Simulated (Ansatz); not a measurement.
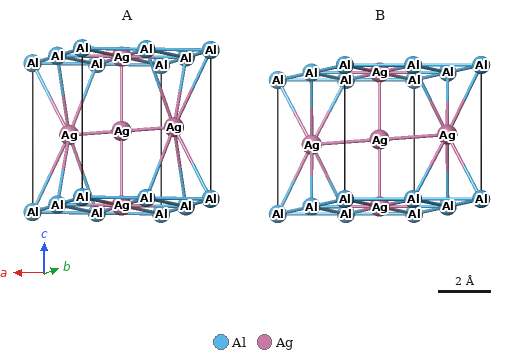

Two geometries of crystalline Al3Ag4 (a generated structure, set up in Cmmm) (coarse preliminary run), drawn at one scale. One is the start of a relaxation, the other its converged end. A ball-and-stick model of the cell of the calculation, seen from a free direction.

Computed with DFT PBE, scalar-relativistic, plane waves, PAW (Ansatz 0.2.0). Set-up: plane-wave cutoff 420 eV; k-point mesh 4 × 4 × 4; occupations gaussian; smearing width 0.1 eV; no spin polarisation; cell and atoms relaxed; force threshold 0.04 eV/Å; at most 70 steps.

Q: Which one is relaxed?

A: Structure B is the relaxed one. The energy falls by 2.519 eV per cell of the calculation in 7 accepted moves (9 points after the start). The largest force component goes from 3.4 to 0.0014 eV/Å. The pressure goes from 5.01 to 0.01 GPa. The SCF was repeated twice at an unchanged geometry on a basis and grid sized afresh for the cell, which shifted the energy by 6.6 meV per cell of the calculation at most. The largest moves relative to the cell, 0.36 Å, are those of Ag atoms. Al stays in place. The drawn cell changes as follows: a = b 5.035 → 5.306 Å (+5.4 %), c 5.841 → 5.259 Å (−10.0 %), γ 106.0° → 120.0°; the volume changes by −10.0 %. Among the contacts that change: Ag–Ag 2.368 → 3.063 Å, Ag–Ag 3.451 → 3.062 Å, Al–Al 3.029 → 2.651 Å, Ag–Al 3.029 → 2.651 Å. Among the angles between lasting bonds that change: Al–Al–Al 106.0° → 120.0°, Al–Al–Al 74.0° → 60.0°, Al–Al–Ag 127.0° → 120.0°. The space group (tolerance 0.01 Å) goes from Cmmm (No. 65) to P6/mmm (No. 191).
